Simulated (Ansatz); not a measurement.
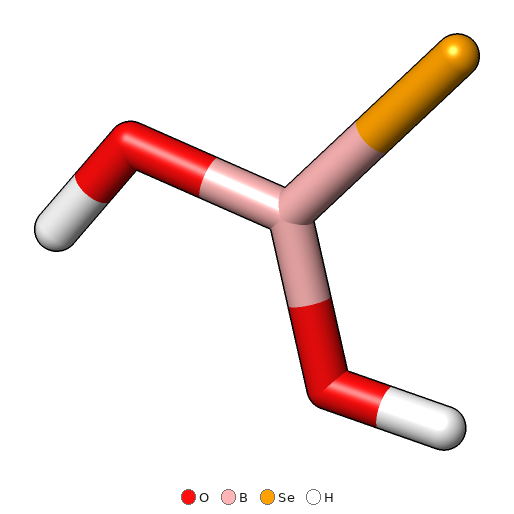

A stick model of a molecule.

Charge 0, doublet.

Give the formula.

BH2O2Se, 6 atoms: 1 boron, 2 hydrogen, 2 oxygen and 1 selenium.

Give the symmetry (Schoenflies symbol).

Cs.

More results for the same structure follow; atom numbers are the same in all pictures, views and colours differ. Computed geometry: PBE0-D4/def2-TZVP optimisation.

Shape

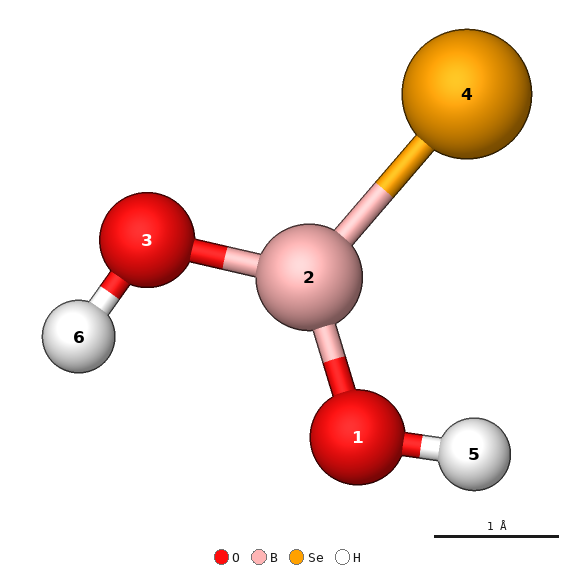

Atoms carry their numbers in the input.

What are the angles B2–O1–H5, O1–B2–O3, O1–B2–Se4, O3–B2–Se4, B2–O3–H6?

| angle | degrees |
| --- | --- |
| B2–O1–H5 | 115.3 |
| O1–B2–O3 | 120.0 |
| O1–B2–Se4 | 122.4 |
| O3–B2–Se4 | 117.6 |
| B2–O3–H6 | 112.3 |

Vibrations

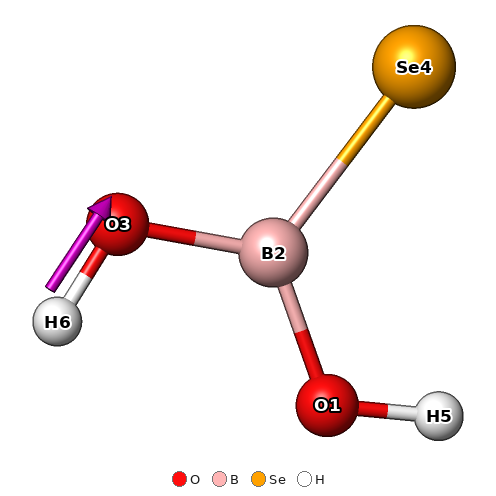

The arrows show one normal mode. Harmonic vibrations computed with UKS PBE0-D4/def2-TZVP (Ansatz 0.2.0) at a stationary point of the same level.

What kind of motion is it?

Mostly O–H stretching.

At what wavenumber does it lie?

3853 cm⁻¹; it is mode 11 of 12 counted from the lowest.

Dipole moment

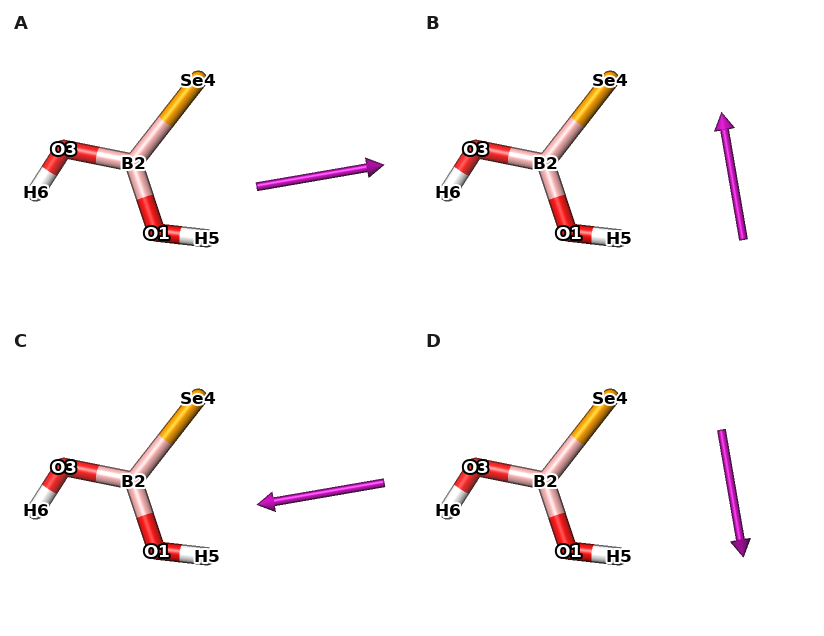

The same molecule four times, each with an arrow. Properties computed with UKS PBE-D4/def2-TZVPP (Ansatz 0.2.0).

Which arrow points along the dipole moment, from the negative to the positive end?

D. The dipole moment is 1.80 D; it points from the side of Se4 to the side of H5 (the outermost atoms at the two ends).

Electronic properties

Level of theory: UKS r2SCAN0-D4/def2-TZVPP (Ansatz 0.2.0).

Computed properties:

- HOMO energy (Kohn–Sham orbital): −7.18 eV
- ⟨S²⟩ of the determinant: 0.756
